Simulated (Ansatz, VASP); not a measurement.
## TiS2 in two plane-wave programs

Wanted: the spread between two codes on one cell, functional and k mesh. The structure shown is the end of the VASP relaxation below.

Main program and level: Ansatz 0.2.0; plane waves, with VASP 6.6.1 beside it; single point at PBEsol.

### Step 1. Starting point

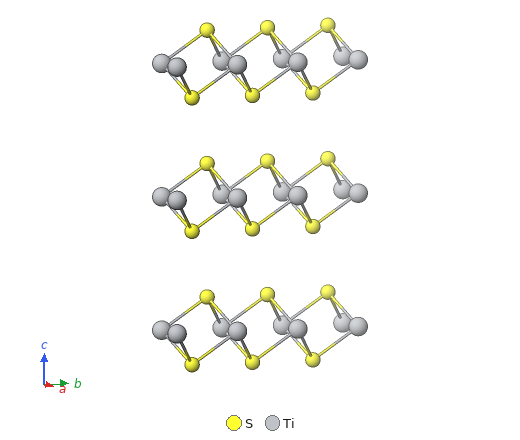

The cell as given, from the side, with the c axis up (sulfur yellow, titanium light grey). 1×3×1 cells are drawn. Some periodic images of atoms are drawn too.

The cell holds 9 atoms: 6 S and 3 Ti. Cell: a = 3.412 Å, b = 3.412 Å, c = 29.238 Å, α = 90.0°, β = 90.0°, γ = 120.0°. It derives from TiS2. As first built, before any earlier steps moved the atoms: kind sheets cut from a layered crystal; sheets 3. Vacuum lies along c.

Coordinates:

```xyz
9
Lattice="3.4120 0.0000 0.0000 -1.7060 2.9549 0.0000 0.0000 0.0000 29.2375" Properties=species:S:1:pos:R:3
S     0.0000    1.9699   21.7164
S     1.7060    0.9850   18.9125
S     0.0000    1.9699   16.0221
S     1.7060    0.9850   13.2154
S     0.0000    1.9699   10.3250
S     1.7060    0.9850    7.5211
Ti    0.0000    0.0000   20.3112
Ti    0.0000    0.0000   14.6188
Ti    0.0000    0.0000    8.9263
```

### Step 2. VASP: relaxation, PBEsol

This run makes the geometry at which the two programs are then compared.

Lines of VASP's logs that name or quote its potential files are left out, and so is its time.

The input, INCAR:

```
SYSTEM = TiS2
PREC = Normal
ENCUT = 300
EDIFF = 1E-05
NELM = 120
ISMEAR = 0
SIGMA = 0.05
LREAL = .FALSE.
ALGO = Fast
GGA = PS
NBANDS = 33
LASPH = .TRUE.
LORBIT = 11
LWAVE = .FALSE.
LCHARG = .FALSE.
KPAR = 4
IBRION = 2
NSW = 40
ISIF = 2
EDIFFG = -0.03
POTIM = 0.4
MAXMIX = 40
IDIPOL = 3
LDIPOL = .TRUE.
DIPOL = 0.5 0.5 0.5
```

The input, POSCAR:

```
TiS2
1.0
    3.4120000000      0.0000000000      0.0000000000
   -1.7060000000      2.9548786780      0.0000000000
    0.0000000000      0.0000000000     29.2375000000
S Ti
6 3
Direct
    0.3333333330      0.6666666670      0.7434801200
    0.6666666670      0.3333333330      0.6460880720
    0.3333333330      0.6666666670      0.5486960240
    0.6666666670      0.3333333330      0.4513039760
    0.3333333330      0.6666666670      0.3539119280
    0.6666666670      0.3333333330      0.2565198800
    0.0000000000      0.0000000000      0.6947840960
    0.0000000000      0.0000000000      0.5000000000
    0.0000000000      0.0000000000      0.3052159040
```

The input, KPOINTS:

```
Automatic mesh
0
Gamma
9 9 1
0 0 0
```

Potentials, in the order of the species: S and Ti (PBE family, release 64).

Command:

```sh
$ mpirun -np 4 vasp_std
```

Numbers of over 12 decimals in the logs are rounded to 6 here.

The log of the run:

```text
[banner, memory and clock lines left out]
running    4 mpi-ranks, on    1 nodes
 distrk:  each k-point on    1 cores,    4 groups
 distr:  one band on    1 cores,    1 groups

 POSCAR found type information on POSCAR S Ti
 POSCAR found :  2 types and       9 ions
|                                                                             |
|               ----> ADVICE to this user running VASP <----                  |
|                                                                             |
|     You enforced a specific xc type in the INCAR file but a different       |
|     [... a line on the potential file left out ...]
|     I HOPE YOU KNOW WHAT YOU ARE DOING!                                     |
|                                                                             |

 LDA part: xc-table for (Slater+PW92), standard interpolation
 POSCAR, INCAR and KPOINTS ok, starting setup
 FFT: planning ... GRIDC
 FFT: planning ... GRID_SOFT
 FFT: planning ... GRID
 WAVECAR not read
 entering main loop
       N       E                     dE             d eps       ncg     rms          rms(c)
DAV:   1     0.330381754688E+03    0.33038E+03   -0.12823E+04   792   0.776E+02
DAV:   2    -0.614241554052E+01   -0.33652E+03   -0.32164E+03   998   0.219E+02
DAV:   3    -0.712359770182E+02   -0.65094E+02   -0.62376E+02  1072   0.990E+01
DAV:   4    -0.741567370255E+02   -0.29208E+01   -0.28999E+01   984   0.243E+01
DAV:   5    -0.742506866115E+02   -0.93950E-01   -0.93882E-01  1021   0.453E+00    0.310E+01
RMM:   6    -0.646570186234E+02    0.95937E+01   -0.75545E+01   834   0.408E+01    0.101E+01
RMM:   7    -0.635066990001E+02    0.11503E+01   -0.17546E+01   792   0.259E+01    0.132E+01
RMM:   8    -0.629261754778E+02    0.58052E+00   -0.10957E+01   804   0.189E+01    0.674E+00
RMM:   9    -0.627386633858E+02    0.18751E+00   -0.20496E+00   792   0.981E+00    0.245E+00
RMM:  10    -0.627706058805E+02   -0.31942E-01   -0.69372E-01   846   0.270E+00    0.195E+00
RMM:  11    -0.627710773167E+02   -0.47144E-03   -0.12151E-01   866   0.134E+00    0.958E-01
RMM:  12    -0.627721345361E+02   -0.10572E-02   -0.46792E-02   804   0.845E-01    0.330E-01
RMM:  13    -0.627712230797E+02    0.91146E-03   -0.65740E-03   811   0.452E-01    0.425E-01
RMM:  14    -0.627699548050E+02    0.12683E-02   -0.24935E-03   806   0.207E-01    0.282E-01
RMM:  15    -0.627695950187E+02    0.35979E-03   -0.23099E-03   812   0.161E-01    0.188E-01
RMM:  16    -0.627696310549E+02   -0.36036E-04   -0.77866E-04   865   0.119E-01    0.114E-01
RMM:  17    -0.627697250833E+02   -0.94028E-04   -0.58985E-04   832   0.974E-02    0.438E-02
RMM:  18    -0.627697059871E+02    0.19096E-04   -0.89741E-05   738   0.435E-02    0.276E-02
RMM:  19    -0.627697273571E+02   -0.21370E-04   -0.31914E-05   623   0.227E-02    0.201E-02
RMM:  20    -0.627697885873E+02   -0.61230E-04   -0.43655E-05   673   0.217E-02    0.165E-02
RMM:  21    -0.627698486281E+02   -0.60041E-04   -0.85035E-05   753   0.311E-02    0.156E-02
RMM:  22    -0.627698569824E+02   -0.83543E-05   -0.55324E-06   500   0.140E-02
   1 F= -.62769857E+02 E0= -.62768516E+02  d E =-.627699E+02
[...]
2 F= -.62781833E+02 E0= -.62780400E+02  d E =-.119764E-01
[...]
3 F= -.62786354E+02 E0= -.62784842E+02  d E =-.164966E-01
 curvature:  -1.02 expect dE=-0.237E-03 dE for cont linesearch -0.176E-03
 ZBRENT: extrapolating
 opt :   2.1373  next Energy=   -62.786543 (dE=-0.167E-01)
 bond charge predicted
       N       E                     dE             d eps       ncg     rms          rms(c)
DAV:   1    -0.627863470145E+02    0.27047E-05   -0.35120E-02   795   0.710E-01    0.785E-02
RMM:   2    -0.627864964668E+02   -0.14945E-03   -0.16659E-03   795   0.237E-01    0.949E-03
RMM:   3    -0.627865360182E+02   -0.39551E-04   -0.37294E-04   813   0.930E-02    0.514E-02
RMM:   4    -0.627865393042E+02   -0.32860E-05   -0.53140E-05   662   0.405E-02
   4 F= -.62786539E+02 E0= -.62785011E+02  d E =-.166823E-01
 curvature:  -1.09 expect dE=-0.913E-04 dE for cont linesearch -0.873E-05
 trial: gam= 0.02805 g(F)=  0.837E-04 g(S)=  0.000E+00 ort =-0.353E-03 (trialstep = 0.123E+01)
 search vector abs. value=  0.762E-04
 reached required accuracy - stopping structural energy minimisation
```

From OUTCAR (step 2):

```text
ion  position               nearest neighbor table
   1  0.333  0.667  0.743-   7 2.43   7 2.43   7 2.43
   2  0.667  0.333  0.646-   7 2.43   7 2.43   7 2.43
   3  0.333  0.667  0.549-   8 2.43   8 2.43   8 2.43
   4  0.667  0.333  0.451-   8 2.43   8 2.43   8 2.43
   5  0.333  0.667  0.354-   9 2.43   9 2.43   9 2.43
   6  0.667  0.333  0.257-   9 2.43   9 2.43   9 2.43
   7  0.000  0.000  0.695-   1 2.43   2 2.43   2 2.43   1 2.43   2 2.43   1 2.43
   8  0.000  0.000  0.500-   3 2.43   4 2.43   4 2.43   3 2.43   4 2.43   3 2.43
   9  0.000  0.000  0.305-   5 2.43   6 2.43   6 2.43   5 2.43   6 2.43   5 2.43

  LATTYP: Found a hexagonal cell.
 ALAT       =     3.4120000000
 C/A-ratio  =     8.5690211020

 Subroutine GETGRP returns: Found 12 space group operations
 (whereof 12 operations were pure point group operations)

The static configuration has the point symmetry D_3d.

 Found     12 irreducible k-points:

   k-points           NKPTS =     12   k-points in BZ     NKDIM =     12   number of bands    NBANDS=     33

   dimension x,y,z NGX =    14 NGY =   14 NGZ =  126
   dimension x,y,z NGXF=    28 NGYF=   28 NGZF=  252

   ENCUT  =  300.0 eV  22.05 Ry    4.70 a.u.   4.82  4.82 41.29*2*pi/ulx,y,z

   NELECT =      48.0000    total number of electrons

 k-points in reciprocal lattice and weights: Automatic mesh
   0.00000000  0.00000000  0.00000000       0.012
   0.11111111  0.00000000  0.00000000       0.074
   0.22222222  0.00000000  0.00000000       0.074
   0.33333333  0.00000000  0.00000000       0.074
   0.44444444  0.00000000  0.00000000       0.074
   0.11111111  0.11111111  0.00000000       0.074
   0.22222222  0.11111111  0.00000000       0.148
   0.33333333  0.11111111  0.00000000       0.148
   0.44444444  0.11111111  0.00000000       0.074
   0.22222222  0.22222222  0.00000000       0.074
   0.33333333  0.22222222  0.00000000       0.148
   0.33333333  0.33333333  0.00000000       0.025

 dipolmoment           0.000000      0.000000      0.000000 electrons x Angstroem

 average (electrostatic) potential at core
       1 -91.3663       2 -91.4574       3 -91.4177       4 -91.4177       5 -91.4574
       6 -91.3663       7 -30.5488       8 -30.5126       9 -30.5488

 E-fermi :  -0.2434

 k-point     1 :       0.0000    0.0000    0.0000
  band No.  band energies     occupation
    ...
     16      -2.2674      2.00000
     17      -1.4835      2.00000
     18      -0.6599      2.00000
     19      -0.2723      1.58732
     20      -0.2721      1.58325
     21      -0.2144      0.41283
     22      -0.2142      0.40875
     23      -0.1563      0.01383
     24      -0.1561      0.01355
     25       0.1404      0.00000
    ...

 k-point     2 :       0.1111    0.0000    0.0000
  band No.  band energies     occupation
    ...
     20      -1.1567      2.00000
     21      -0.8698      2.00000
     22      -0.8148      2.00000
     23      -0.7506      2.00000
     24      -0.5703      2.00000
     25       0.3288      0.00000
     26       0.3410      0.00000
     27       0.3649      0.00000
     28       0.7003      0.00000
     29       0.7070      0.00000
    ...

 k-point     3 :       0.2222    0.0000    0.0000
  band No.  band energies     occupation
    ...
     20      -1.4561      2.00000
     21      -1.3880      2.00000
     22      -1.3125      2.00000
     23      -1.1405      2.00000
     24      -0.7951      2.00000
     25       0.1328      0.00000
     26       0.1816      0.00000
     27       0.2404      0.00000
     28       1.1164      0.00000
     29       1.1364      0.00000
    ...

  Total       -3.9878658     -3.9878658     -0.5662828     -0.0000000      0.0000000      0.0000000
  in kB      -21.6751546    -21.6751546     -3.0779038     -0.0000000      0.0000000      0.0000000
  external PRESSURE =     -15.4760710 kB  Pullay stress =       0.0000000 kB

  energy-cutoff  :      300.00
  volume of cell :      294.77
      direct lattice vectors                 reciprocal lattice vectors
     3.412000000  0.000000000  0.000000000     0.293083236  0.169211685  0.000000000
    -1.706000000  2.954878678  0.000000000     0.000000000  0.338423370  0.000000000
     0.000000000  0.000000000 29.237500000     0.000000000  0.000000000  0.034202651

 POSITION                                       TOTAL-FORCE (eV/Angst)
 -----------------------------------------------------------------------------------
     -0.00000      1.96992     21.71639         0.000000      0.000000     -0.014975
      1.70600      0.98496     18.91250        -0.000000     -0.000000     -0.023747
     -0.00000      1.96992     16.02214        -0.000000     -0.000000      0.005753
      1.70600      0.98496     13.21536         0.000000      0.000000     -0.005753
     -0.00000      1.96992     10.32500         0.000000      0.000000      0.023747
      1.70600      0.98496      7.52111        -0.000000     -0.000000      0.014975
      1.70600      2.95488     20.31116        -0.000000     -0.000000      0.016226
      0.00000      0.00000     14.61875        -0.000000      0.000000      0.000000
      3.41200      0.00000      8.92634        -0.000000     -0.000000     -0.016226
 -----------------------------------------------------------------------------------
    total drift:                                0.000000     -0.000000      0.000000

  FREE ENERGIE OF THE ION-ELECTRON SYSTEM (eV)
  ---------------------------------------------------
  free  energy   TOTEN  =       -62.7865393042 eV

  energy  without entropy=      -62.7834822078  energy(sigma->0) =      -62.78501076

 reached required accuracy - stopping structural energy minimisation

 vacuum level on the upper side and lower side of the slab         5.568         5.568

 total charge
# of ion       s       p       d       tot
------------------------------------------
    1        1.351   2.354   0.000   3.705
    2        1.351   2.350   0.000   3.701
    3        1.351   2.349   0.000   3.700
    4        1.351   2.349   0.000   3.700
    5        1.351   2.350   0.000   3.701
    6        1.351   2.354   0.000   3.705
    7        0.458   0.795   2.450   3.702
    8        0.457   0.791   2.454   3.701
    9        0.458   0.795   2.450   3.702
--------------------------------------------------
tot          9.480  16.485   7.353  33.318

[... 3 further parts left out ...]
```

[end of part 1 of 2]

[Lines on the potential files, build, host, timing and source positions are cut from VASP's logs without a mark.]

[Logs are printed without paths, hosts, clocks, repeated set-up lines and the standing remarks that a program may print on its own settings, such as how far it seeks lower states.]

[Hosts, paths, dates, database ids (printed as entryN), source tags and the programs' standing remarks are cut or masked in the printed files.]
